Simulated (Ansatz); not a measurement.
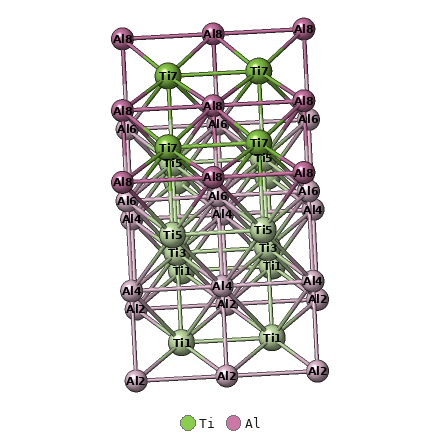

The system is H on a TiAl(101) slab cut from the P4/mmm phase (8 atoms of substrate and one adsorbate in a 1 × 1 cell); the picture shows it without the atoms that are moved over the map. One H atom a 1 × 1 cell is placed over a mesh of places on the rigid (1 0 1) surface, and only its height is relaxed. Places are given modulo a cell vector. The map is drawn in real space over the plane of the surface. Grid: 6 × 6 points. Energies are in eV, from the lowest grid point. With one adsorbate in each 1 × 1 cell, its nearest image is 2.8 Å away, so neighbouring adsorbates interact. These are results of DFT PBEsol, scalar-relativistic, plane waves, PAW (Ansatz), not measurements.

Range: place along a₁ from 0.000 to 0.833; place along a₂ from 0.000 to 0.833.

**What will the energy surface look like?**

The lowest grid point is at a threefold hollow (Al–Ti–Ti), (0/6, 2/6) of the cell vectors. There are further wells near a threefold hollow (Al–Ti–Ti) over a second-layer Al atom, (0/6, 4/6) of the cell vectors (0.14 eV above the lowest at that grid point); a threefold hollow (Al–Al–Ti), (3/6, 5/6) of the cell vectors (0.80 eV above the lowest at that grid point). The highest grid point, the top site over a surface Al atom, (0/6, 0/6) of the cell vectors, lies 1.57 eV above the lowest. On the interpolated surface the easiest way out of the lowest well to the well at about (0.00, 0.63) of the cell vectors passes a barrier of about 0.19 eV, counted from the interpolated bottom of the well. At the lowest point the adsorbate has 1 Al at 1.88 Å as nearest neighbours, at the highest 1 Al at 1.64 Å. Its relaxed height above the top atom is 0.93 Å at the lowest and 1.64 Å at the highest point.

```
place along a₂ ↓, place along a₁ →   0/6   1/6   2/6   3/6   4/6   5/6
                               5/6  1.09  1.06  0.95  0.80  0.95  1.06
                               4/6  0.14  0.55  1.06  1.25  1.06  0.55
                               3/6  0.17  0.63  1.18  1.40  1.18  0.63
                               2/6  0.00  0.38  0.92  1.10  0.92  0.38
                               1/6  0.96  0.95  0.92  0.84  0.92  0.95
                               0/6  1.57  1.55  1.46  1.27  1.46  1.55
```

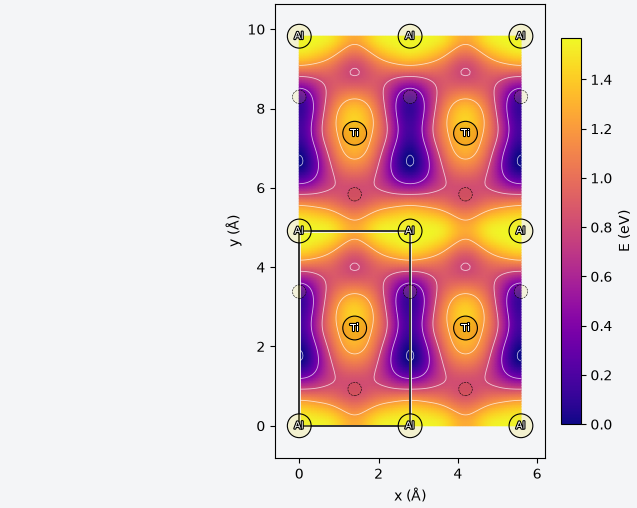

In the figure: a smooth colour map with a few white contour lines, labelled circles for the atoms of the top layer and small ones for the second layer, the outline of one cell of the 2 × 2 shown. Between grid points the surface is interpolated.
